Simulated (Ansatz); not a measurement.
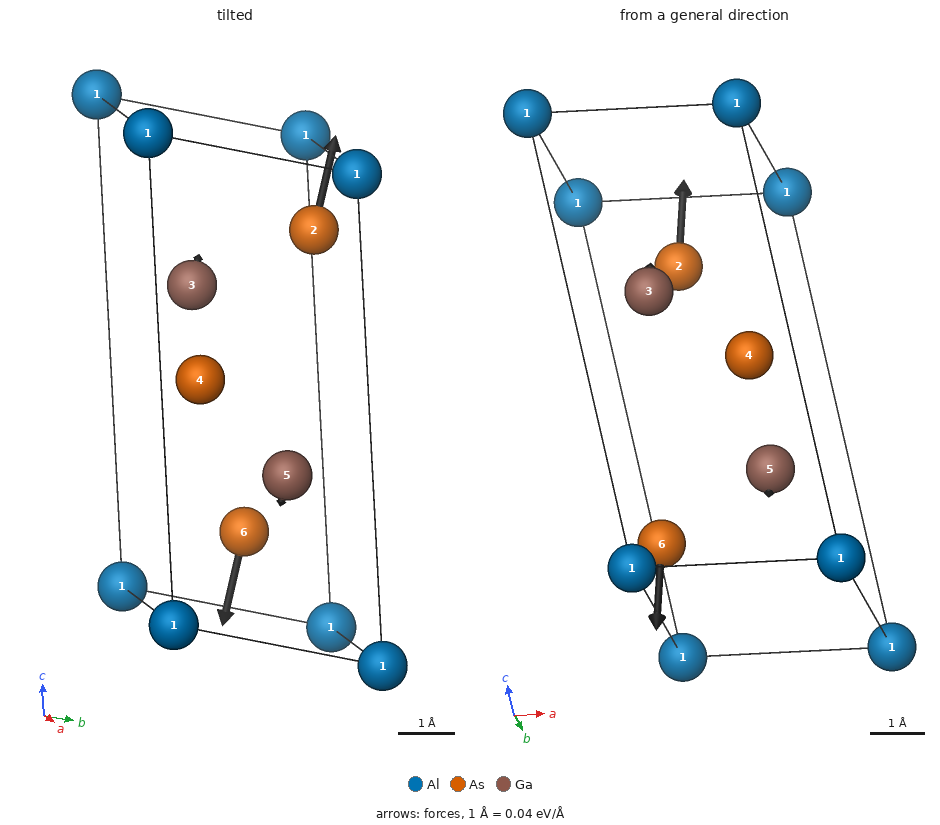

A spheres-only rendering, viewed slightly off an axis and from a general direction. The cell (the run's own, in a reduced setting) is drawn as a box. The arrows are the computed forces on the atoms.

System: AlGa2As3. Electronic-structure method: DFT, PBE with spin-orbit coupling, plane waves, PAW in Ansatz 0.2.0. Parameters: a 420 eV plane-wave basis, k-points about 0.22 Å⁻¹ apart, Fermi-Dirac smearing of 0.02 eV, no moments seeded, so the run stays non-magnetic, spinor wavefunctions.

Do the forces show a relaxed structure?

No. The atoms still feel forces of up to about 0.055 eV/Å, above a usual threshold of 0.01 to 0.03 eV/Å.

Which atom carries the strongest force?

As2 and As6, about 0.055 eV/Å.

The structure comes from a structure type filled with these elements by a generator (whether the compound takes this form wasn't checked). Earlier steps of the study, as a rule a relaxation of our own, may have changed the cell and positions, so they can lie some per cent off the listed ones. A calculation with Ansatz used it as input.
